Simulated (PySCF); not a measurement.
C$_{3}$H$_{7}$FOSi

```xyz
13

C     1.5560   -0.2947   -0.0166
C     0.1429   -0.1868    0.5338
C    -0.9193   -0.9520   -0.2715
O    -1.7357    0.1464   -0.7187
Si   -0.9174    1.3329    0.0682
F    -0.2741    2.3954   -0.9538
H     1.9217   -1.3177    0.0702
H     2.2277    0.3585    0.5366
H     1.5860   -0.0052   -1.0649
H     0.1367   -0.4712    1.5851
H    -0.5287   -1.4796   -1.1416
H    -1.5332   -1.6279    0.3238
H    -1.6671    2.1022    1.0317
```

Geometry: GFN2-xTB.

Method: PySCF 2.14.0, wB97X-D/def2-SVPD, SCF density, gas phase.

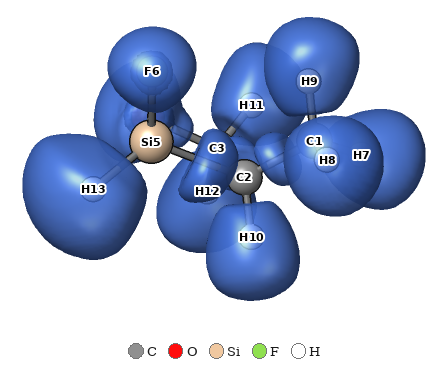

Figure 1. Isosurface of the electron localisation function at 0.75 (blue), seen from one side. Core shells and regions of very low density are left out.

**Describe the localisation domains.**

The surface consists of two regions between bonded C–C atoms (shared pairs), one region between bonded C–Si atoms (shared pairs), seven regions around hydrogen nuclei, one region on O in which the atom's valence shell and bonds are merged and one region wrapped around F (its lone pairs, merged into a ring or cap). Along the contacts the grid gives the following. C–O (1.44 Å): the ELF peaks at about 0.90 between the atoms; a polar covalent bond. C–C (1.52 Å): the ELF peaks at about 0.95 between the atoms: localised, covalent bonding.

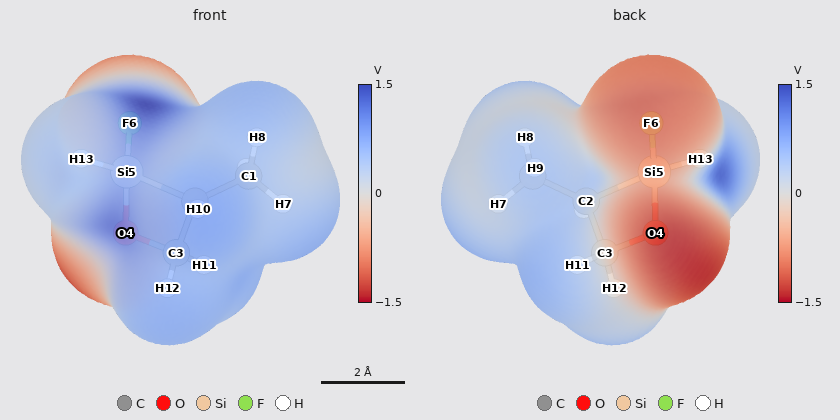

Figure 2. The molecular electrostatic potential painted on the density surface at 0.001 e/bohr³, seen from the front and from behind; red is negative and blue positive.

**Where is the surface potential most negative and most positive?**

The most negative region (about −1.4 V) lies over O4, the most positive (about +1.3 V) over Si5. O4 is the likeliest acceptor of a hydrogen bond.

**How polar is the molecule by this calculation?**

Its dipole moment is 2.56 D.

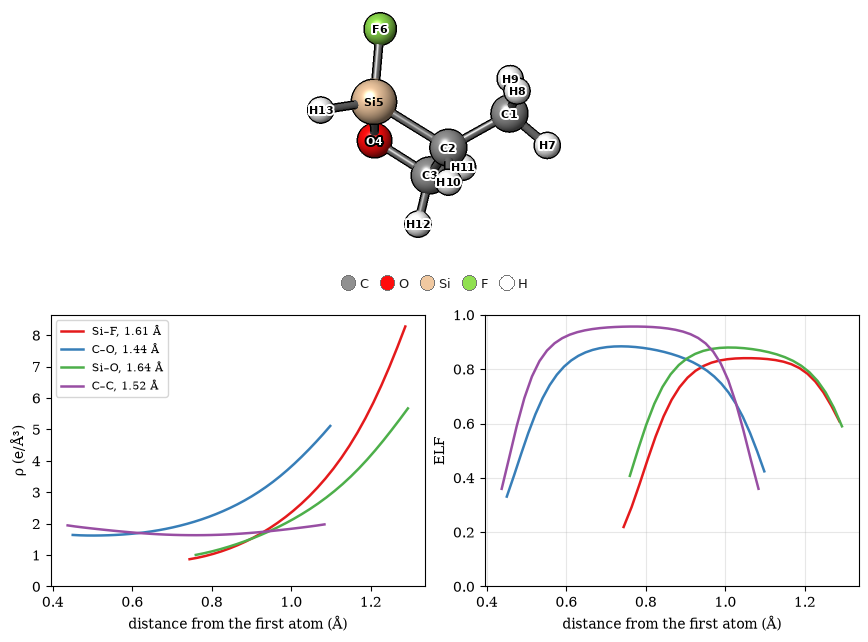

Figure 3. Total electron density and electron localisation function along straight lines between neighbouring atoms. The curves leave out the atomic cores. The structure is drawn too.

**Compare the contacts.**

Si–F (1.61 Å): the density is about 1 e/Å³ at the midpoint; the ELF peaks at about 0.85 in the valence shell of F, 0.6 Å from its nucleus, and is about 0.45 at the midpoint.
C–O (1.44 Å): the density is about 1.9 e/Å³ at the midpoint, with its minimum of 1.6 e/Å³ about 0.5 Å from C; the ELF peaks at about 0.90 between the atoms: a polar covalent bond.
Si–O (1.64 Å): ρ at the midpoint is about 1.2 e/Å³; the ELF peaks at about 0.90 between the atoms; a shared but strongly polarised pair.
C–C (1.52 Å): ρ is about 1.6 e/Å³ halfway; the ELF peaks at about 0.95 between the atoms; a shared electron pair.
